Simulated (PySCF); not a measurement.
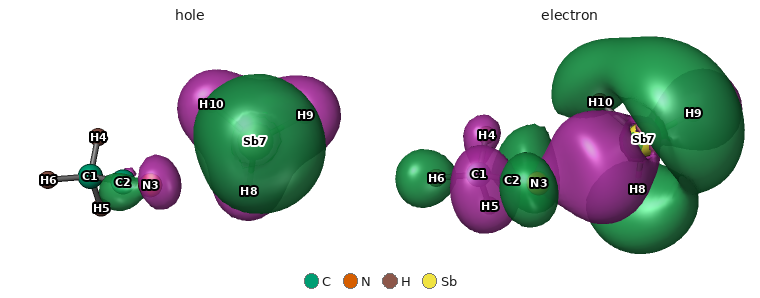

Figure. C$_{2}$H$_{6}$NSb, SMILES `CC#N.[SbH3]`. Leading natural transition orbital pair of S₂ (TDA singlet states); the surfaces enclose about 85 % of each orbital's density.

Method: BHandHLYP/def2-SVP; geometry: an unrelaxed start of a pair search; program: PySCF. Core potentials replace the inner electrons of Sb; spin–orbit coupling isn't included. Without diffuse functions Rydberg states are missing, so the states' numbers hold for this basis only.

Question: Give its energy and the atoms that hole and electron lie on.

Answer: 6.97 eV (178 nm), f = 0.282 (bright); the leading pair carries 93 %; hole on Sb7 (71 %), H9 (9 %) and H8 and H10 (7 % each), electron on Sb7 (48 %), C2 (12 %) and H8 (11 %); their centroids lie 0.8 Å apart. In canonical orbitals it is mainly HOMO → LUMO+1 (86 %). The HOMO–LUMO gap is 9.06 eV.
